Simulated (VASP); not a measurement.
Band structure of BeZn3Se4 (ordered alloy cell). These are PBEsol GGA, VASP's PBE PAW potentials (set 64) (plane waves; VASP) values and carry that method's errors.

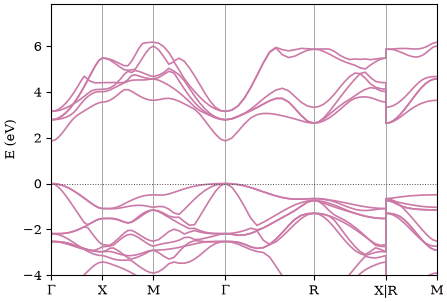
Figure: Bands along high-symmetry lines, zero at the valence-band maximum or, without a gap, the Fermi level

### Question
Read the plot: is there a gap, and where are the band edges?

### Answer
The gap is direct, 1.86 eV, from the valence maximum at Γ to the conduction minimum at Γ. (Edges off the drawn lines would not show.)

The structure was generated: BeZn3Se4 was put into an ordered model structure (P-43m), which need not be its known phase. It was relaxed first.
